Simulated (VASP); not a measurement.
Band structure of Ta2N (space group P4/nmm). Computed with PBE GGA, VASP's PBE PAW potentials (set 64) (plane waves; VASP 6.6.1).

Unless said otherwise, spin-orbit coupling is left out, though it shifts the bands of the heavy elements here.

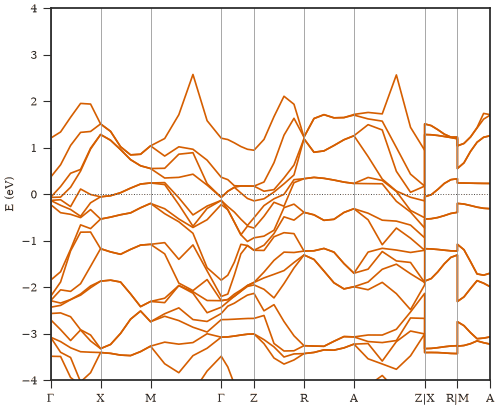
Figure. Bands along high-symmetry lines, zero at the valence-band maximum or, without a gap, the Fermi level

Read the plot: is there a gap, and where are the band edges?

It has no gap at this level: it comes out as a metal or semimetal.

The structure was generated: Ta2N was put into an ordered model structure, which need not be its known phase. The cell was not relaxed at this level. The k-mesh is coarse (spacing up to 0.33 per Å, 2π included), so the numbers may not be converged in it.
